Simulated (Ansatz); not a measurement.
**CH$_{3}$ClOSi: density, localisation and related maps**

The calculation's input:

```
crystal:
  periodic: [false, false, false]
  atoms:
    - { symbol: Cl, position_ang: [-0.6314, -1.7249, 1.4225] }
    - { symbol: C, position_ang: [0.3613, -0.7478, 0.3855] }
    - { symbol: O, position_ang: [0.0309, -0.6189, -1.0103] }
    - { symbol: Si, position_ang: [-0.169, 0.8572, -0.2998] }
    - { symbol: H, position_ang: [1.4002, -0.8124, 0.678] }
    - { symbol: H, position_ang: [-1.6975, 1.1428, -0.4136] }
    - { symbol: H, position_ang: [0.7668, 1.836, -0.8079] }
magnetization:
  spin_polarized: true
basis:
  gaussian: { orbitals: def2-SVP }
hamiltonian:
  xc: pbe0
  dispersion: d4
relax:
  f_tol: 0.02
  max_steps: 50
output:
  orbitals: {}
```

Command:

```sh
ansatz run input.yaml --threads 2 --pin off --max-ram 3072MiB --backend cpu --events-out ev --progress --plain --runs-dir out
```

The fields are those of the relaxed geometry.

Theory: Ansatz, UKS PBE0-D4/def2-SVP.

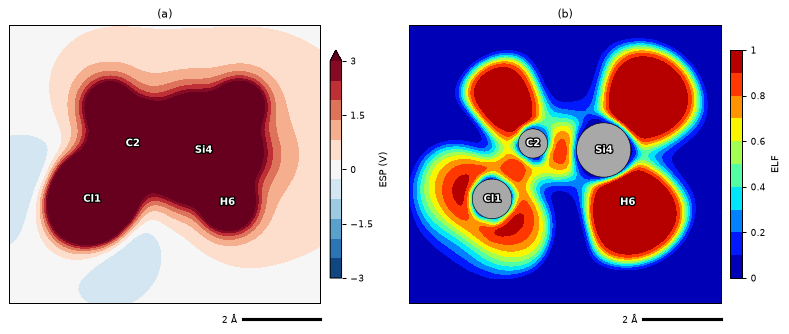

Figure 1. (a) molecular electrostatic potential; (b) electron localisation function on the plane of atoms C2, Si4 and H6. Grey discs cover the atomic cores in the ELF map.

### Describe what can be read from this map.

Atoms in the plane: Cl, C, Si and H. C–Cl (1.78 Å): the ELF peaks at about 0.90 between the atoms (a covalent bond). C–Si (1.83 Å): the ELF peaks at about 0.85 between the atoms: a covalent bond. Si–H (1.48 Å): the ELF climbs to about 1 towards the hydrogen, as it does in any bond to H. The ELF also peaks beside Cl1, away from the bonds: lone-pair regions. Outside the dense part of the molecule the potential is most negative (−0.7 V) near Cl1.

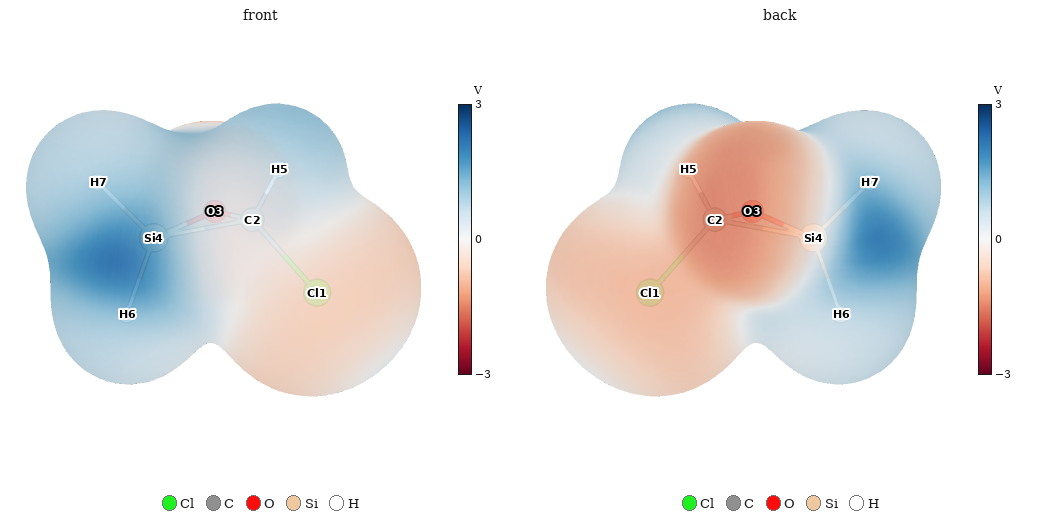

Figure 2. The electrostatic potential painted on the density surface at 0.002 e/bohr³, seen from the front and from behind; the colour scale runs from red (negative) to blue (positive).

### Which sites attract a positive test charge, and which a negative one?

A positive charge is drawn to the negative regions and a negative charge to the positive ones. The most negative region (about −1.5 V) lies over O3, the most positive (about +2.1 V) over Si4. O3 is the likeliest acceptor of a hydrogen bond.

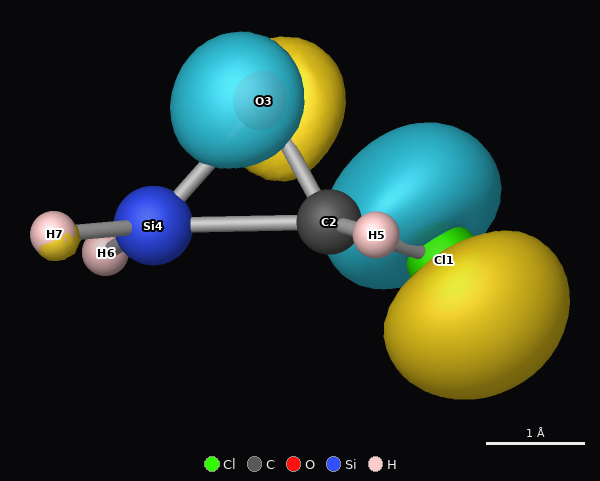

Figure 3. The HOMO−1 at ±0.15 Å⁻³ᐟ² (yellow and cyan are the two phases), seen from one side.

### Where does this orbital lie, and at what energy?

Its weight (Hirshfeld) is mainly on Cl1 (about 65 %) and O3 (about 25 %). Its energy is −8.60 eV.
